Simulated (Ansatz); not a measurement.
C₂H₉AlFN

```xyz
14

Al   -0.4598    0.1140    0.2965
N     0.4974    1.1599   -1.2358
C    -1.0451   -1.5409   -0.5897
F    -1.6693    1.3346    0.4186
H     1.4415    1.4780   -1.0099
C     0.8693    0.1232    1.7453
H     0.5348    0.6678   -2.1301
H    -0.0891    1.9900   -1.3607
H    -0.1929   -2.1508   -0.9410
H    -1.6218   -2.1830    0.0986
H    -1.6963   -1.3478   -1.4601
H     1.7784   -0.4477    1.4831
H     1.1866    1.1435    2.0229
H     0.4661   -0.3407    2.6622
```

Computed with RKS CAM-B3LYP-D4/cc-pVDZ (Ansatz 0.2.0).

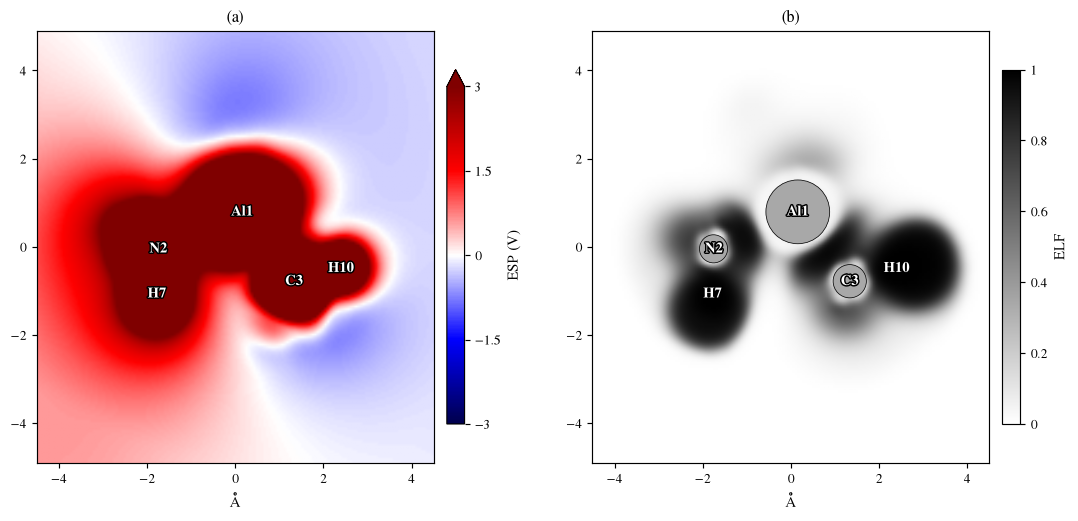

Figure 1. (a) molecular electrostatic potential; (b) ELF on the plane of atoms N2, Al1 and C3. Grey discs cover the atomic cores in the ELF map.

Question: Interpret the plot.

Answer: The plane passes through Al, N, C and H nuclei. C–Al (1.97 Å): the ELF peaks at about 0.95 between the atoms, as expected for a shared but strongly polarised pair. Al–N (2.09 Å): the ELF peaks at about 0.95 in the valence shell of N, 0.7 Å from its nucleus, and is about 0.70 at the midpoint. N–H (1.02 Å): the ELF climbs to about 1 towards the hydrogen, as it does in any bond to H; a covalent bond by its length. C–H (1.10 Å): the ELF climbs to about 1 towards the hydrogen: a covalent bond by its length. Outside the dense part of the molecule the potential is most negative (−0.8 V) near C3 and C6, which lies off the plane.

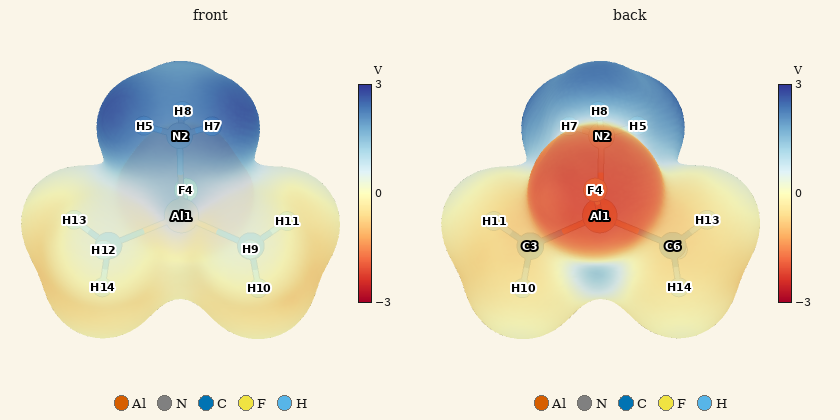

Figure 2. The molecular electrostatic potential painted on the density surface at 0.002 e/bohr³, seen from the front and from behind; red is negative and blue positive.

Question: Where is the surface potential most negative and most positive?

Answer: The most negative region (about −2.1 V, or −48 kcal/mol for a unit charge) lies over F4, the most positive (about +2.6 V, or +60 kcal/mol for a unit charge) over H5 and H7.

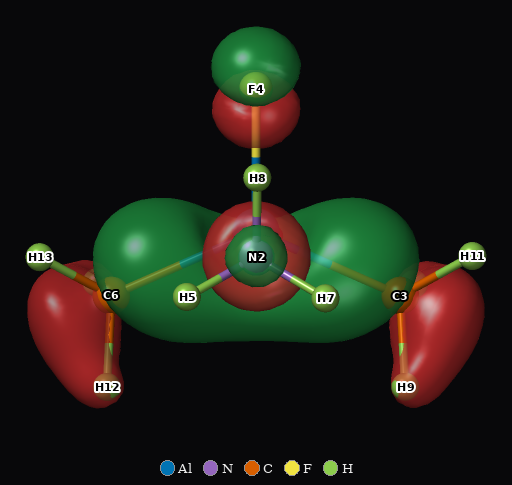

Figure 3. The HOMO−1 at ±0.15 Å⁻³ᐟ² (green and red are the two phases), seen from one side.

Question: What is the character of this orbital?

Answer: Its weight (Hirshfeld) is mainly on C3 (about 20 %), C6 (about 20 %), Al1 (about 20 %), F4 (about 10 %) and N2 (about 10 %). Its energy is −9.62 eV.
